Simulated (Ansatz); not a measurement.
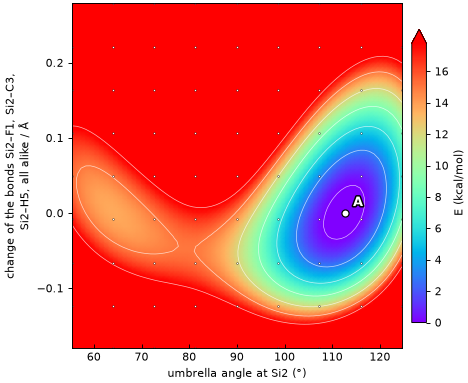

CHFSSi, SMILES F[SiH]=C=S. 
- First axis: umbrella angle at Si2 (between each of its bonds and their common axis; 90 is planar). Second axis: change of the bonds Si2–F1, Si2–C3, Si2–H5, all alike.
- Nothing is relaxed (all other coordinates rigid).
- The grid has 9 × 9 points.
- Points are written as (first, second).
- Energies: kcal/mol, counted from the lowest grid point.
- The calculation used RKS B3LYP-D4/def2-TZVP (Ansatz).

The picture shows a smooth colour map with a few white contour lines, dots at the grid points, one colour for all values above the top of the scale, the well A. Between grid points the surface is interpolated.

Where is the minimum, and how stiff is the well along each coordinate? Take the well at A.

The interpolated minimum is at the first coordinate ≈ 112.6°, the second coordinate ≈ 0.000 Å. The curvatures there are about 15 eV/rad² and 66 eV/Å², with a cross term of about −13 eV/(rad·Å). Round the minimum the valley is somewhat tilted: raising the first coordinate shifts the best value of the second coordinate upwards (coupling k₁₂/√(k₁₁k₂₂) about −0.4). (1 eV is 23.1 kcal/mol.)
